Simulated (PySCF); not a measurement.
# CHLuN (Lu(HCN)3+): the cost of one run

Program: PySCF 2.14.0. Level of theory: several levels, as the steps say, no spin–orbit coupling. These are calculated values, not measurements.

1 further run of the same task is left out (for a known fault of the program).

### Step 1. Starting geometry

4 atoms, charge 3, spin multiplicity 1.

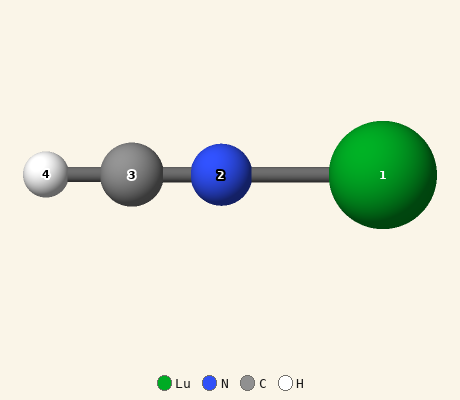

The geometry (lutetium green, nitrogen blue, carbon grey, hydrogen white); atoms are numbered from 1 in the order of the file.

Geometry (Å):

```xyz
4
charge 3, multiplicity 1
Lu    0.0000    0.0000   -0.1691
N     0.0000    0.0000    1.9366
C     0.0000    0.0000    3.1046
H     0.0000    0.0000    4.2246
```

Formal oxidation states: Lu +3. An earlier session relaxed this geometry at PBE0, Lu def2-SVP with ECP28, N def2-SVP, C def2-SVP, H def2-SVP (singlet, point group C∞v).

At PBE0 on the finer grid: E = -1327.996339 Eh, HOMO -27.70 eV, LUMO -20.21 eV, Mulliken charge on Lu1 +2.55 e, largest force component 0.006 eV/Å. 

Levels to run: BLYP; TPSS; PBE0, TZVP. Hardware: 2 threads of Arm Neoverse V1, shared host.

### Step 2. BLYP

run.py (the lines that set the calculation)

```python
mol = gto.M(atom='''
Lu     0.00000     0.00000    -0.16909
N      0.00000     0.00000     1.93656
C      0.00000     0.00000     3.10464
H      0.00000     0.00000     4.22460''',
    basis={'Lu': 'def2-SVP', 'N': 'def2-SVP', 'C': 'def2-SVP', 'H': 'def2-SVP'},
    ecp={'Lu': 'def2-SVP'},
    charge=3, spin=0)
mf = dft.RKS(mol, xc='BLYP')
mf.grids.atom_grid = (75, 302)  # f atoms: unpruned, at least (60, 302)
mf = mf.density_fit()  # fitting sets: Lu def2-universal-JKFIT, N def2-universal-JKFIT, C def2-universal-JKFIT, H def2-universal-JKFIT
mf.conv_tol = 1e-08; mf.max_cycle = 55
mf.kernel(dm0)  # dm0: the density of the relaxed state
```

On the command line:

```sh
$ OMP_NUM_THREADS=2 python run.py
```

**Question.** How long does this run take on 2 threads of Arm Neoverse V1, shared host?

About 8.6 s.
